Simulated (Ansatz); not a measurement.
# CH5FSi2 (charge +1, doublet): what the fields show

```xyz
9

C     0.9923   -0.2209   -0.5486
F     3.0291   -2.2142   -0.0058
Si    1.9201   -1.2798    0.6409
Si    1.9111   -1.2796    2.9051
H     1.6949    0.4285   -1.0883
H     0.4884   -0.8551   -1.2900
H     0.2469    0.3974   -0.0378
H     0.8154   -0.5446    3.5614
H     2.6993   -2.3075    3.6062
```

Geometry: B3LYP/6-31G*.

The calculation used Ansatz 0.2.0, isolated molecule in a Gaussian basis; Kohn-Sham density functional theory, functional PBE0.

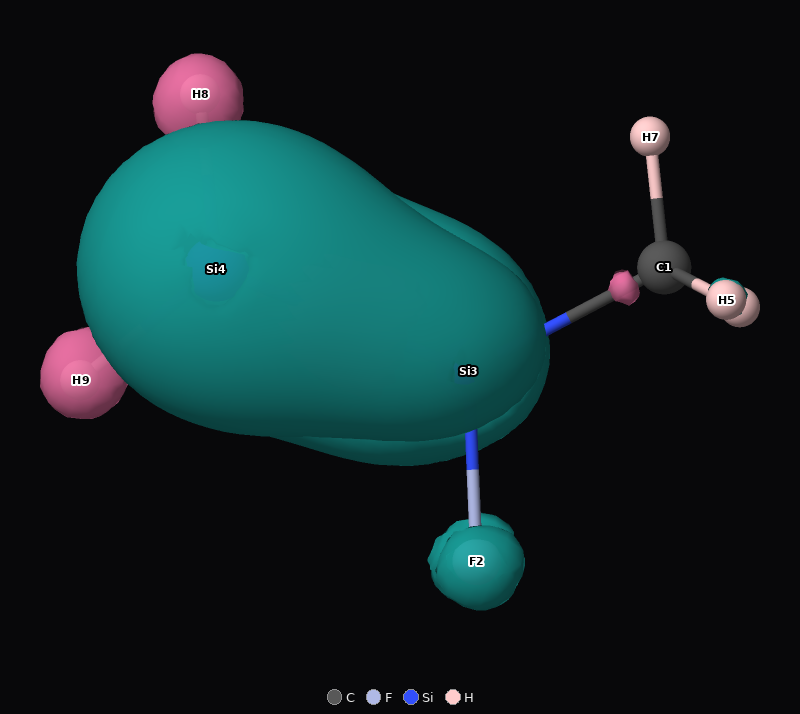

Figure 1. Isosurfaces of the spin density (α minus β) at +0.015 (teal) and −0.015 e/Å³ (pink), seen across its widest extent.

Q: Which atoms carry the spin?

A: The unpaired spin (1 electron) lies mostly on Si4 (about 0.6) and Si3 (about 0.3), in electrons by Hirshfeld's partition.

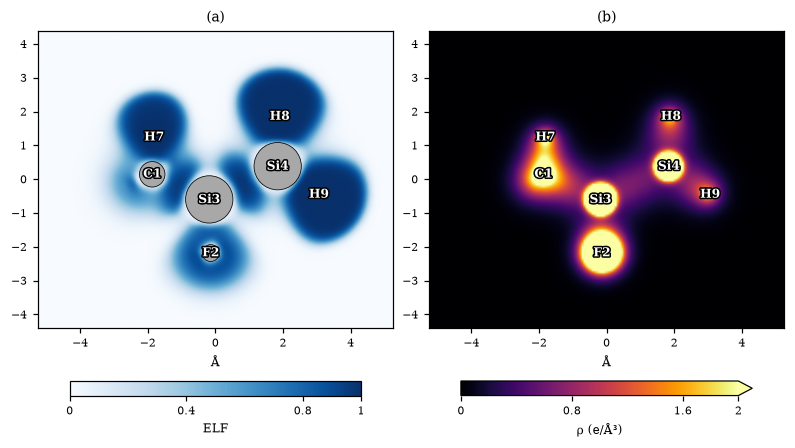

Figure 2. (a) electron localisation function; (b) electron density on the plane of atoms C1, Si3 and F2. Grey discs cover the atomic cores in the ELF map.

Q: Interpret the plot.

A: The plane passes through C, F, Si and H nuclei.
Si–F (1.59 Å): ρ at the midpoint is about 1.2 e/Å³; the ELF peaks at about 0.80 in the valence shell of F, 0.6 Å from its nucleus, and is about 0.50 at the midpoint.
C–Si (1.84 Å): ρ at the midpoint is about 1 e/Å³; the ELF peaks at about 0.95 between the atoms, as expected for a shared electron pair.
Si–Si (2.26 Å): ρ is about 0.68 e/Å³ halfway; the ELF peaks at about 0.95 between the atoms (a shared electron pair).
C–H (1.09 Å): the density is about 2 e/Å³ at the midpoint; the ELF climbs to about 1 towards the hydrogen, as it does in any bond to H; an ordinary covalent bond to hydrogen.
Si–H (1.47 Å): ρ is about 0.85 e/Å³ halfway; the ELF climbs to about 1 towards the hydrogen.
The ELF also peaks beside F2, away from the bonds: non-bonding electrons, paired or unpaired.

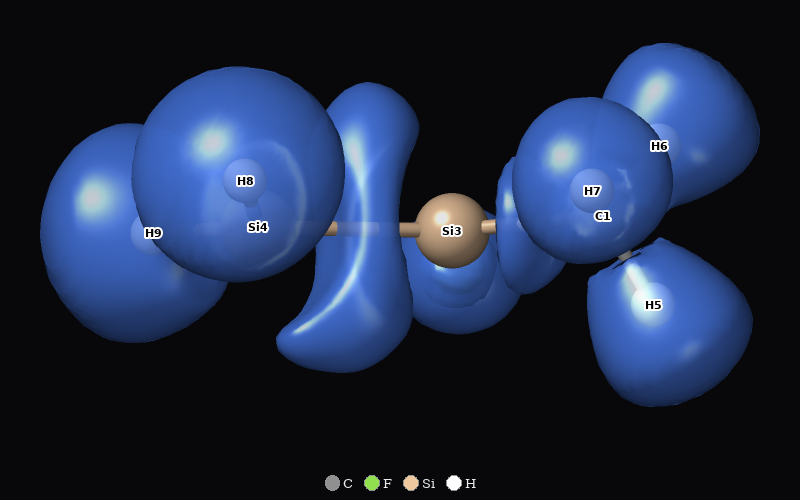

Figure 3. Isosurface of the electron localisation function at 0.8 (blue), seen from one side. Core shells and regions of very low density are left out.

Q: Where are the electrons localised?

A: The surface consists of one region between bonded C–Si atoms (shared pairs), one region between bonded Si–Si atoms (shared pairs), five regions around hydrogen nuclei and one region wrapped around F (its lone pairs, merged into a ring or cap).
